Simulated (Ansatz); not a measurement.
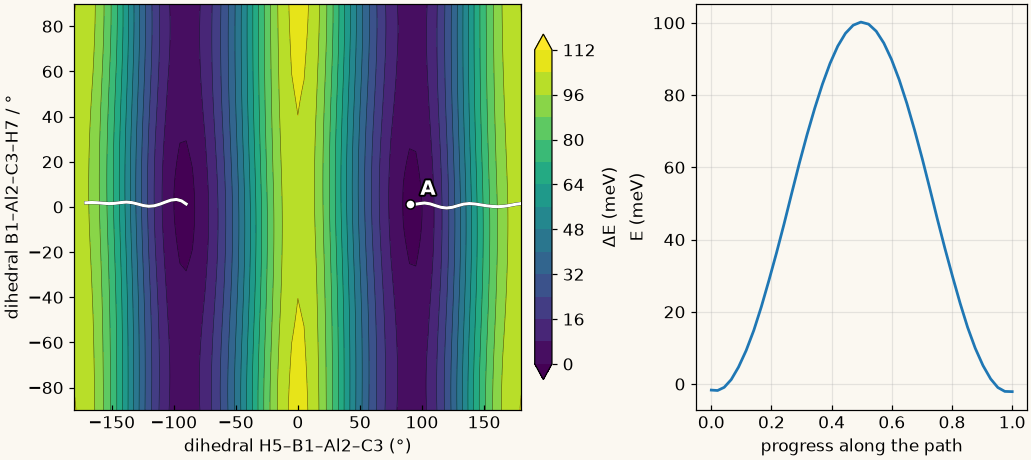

CH5AlBF, SMILES [BH2][Al]([CH3])[F]. The first coordinate is: dihedral H5–B1–Al2–C3; the second: dihedral B1–Al2–C3–H7. Nothing is relaxed (all other coordinates rigid). The grid has 9 × 9 points. Points are written as (first, second). All energies are given in meV relative to the lowest grid point. Theory: RKS B3LYP-D4/def2-TZVP in Ansatz.

Drawn: filled contours, a line along the lowest path, one colour for all values above the top of the scale, the energy along the path at the right, the start A. Between grid points the surface is interpolated.

Describe the path and its barrier.

The easiest path leads from the well at about (90°, 0°) to a well of about the same depth at about (−90°, 0°). Its highest point lies about 102 meV above the bottom of the first well on the interpolated surface, at (−180°, 0.0°). The start is the relaxed structure and all else is held, so a fully relaxed path at this level can only be lower.
